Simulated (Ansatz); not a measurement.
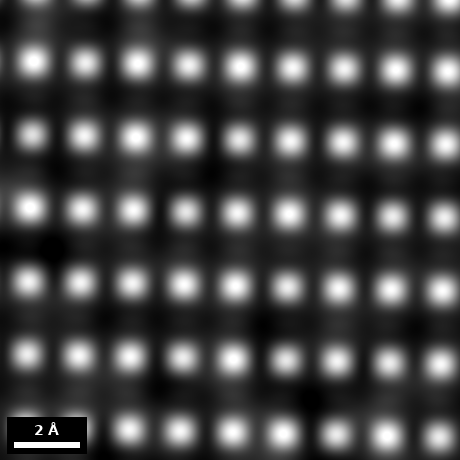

HRTEM-like image of Mo (Im-3m, No. 229) along [110]. Simulated in the weak-phase-object approximation with neutral-atom potentials: 200 kV, Cs = −15 µm, defocus +74 Å (negative is underfocus), defocus spread 15 Å, aperture 1.22 1/Å. The speckle of an amorphous layer was added. Structure: a calculation's starting geometry.

What point resolution do these settings give, and which lattice spacings pass?

About 0.8 Å (0.66 |Cs|^(1/4) λ^(3/4) with λ = 0.0251 Å). The spacings that carry visible contrast are {110} at 2.23 Å, {200} at 1.58 Å, {211} at 1.29 Å, {220} at 1.11 Å, {222} at 0.91 Å.

Do the atom columns appear dark or bright, and why?

Bright. With negative Cs and overfocus sin χ is positive over the pass band, so the strongest columns (Mo) come out brighter than the background.
